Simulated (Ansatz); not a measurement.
All values below come from PBE (plane waves to 420 eV, PAW; Ansatz, an electronic-structure program).

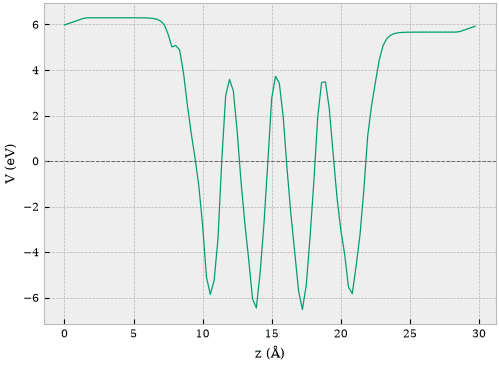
Fig. 1. Plane-averaged electrostatic potential energy along the normal, in eV from the highest filled level, for a constructed model of the (000-1) surface of wurtzite CdS, S-terminated, 2x2 Si adatom at H3 (bottom of the slab: 2 H on 4 bottom sites)

Model: 35-atom slab, 13.8 Å thick at the start with caps and adatoms (thin: gaps and levels are the slab's own), 3x3x1 mesh, Fermi-Dirac 0.025 eV, dipole correction, 8 atoms held, the rest relaxed; symmetry of the start imposed; no spin, no spin-orbit, no U. It is one candidate, not shown to be the stable structure of the face.

The vacuum level lies 5.67 eV above the highest filled level over the top face and 6.29 eV above it under the bottom face.
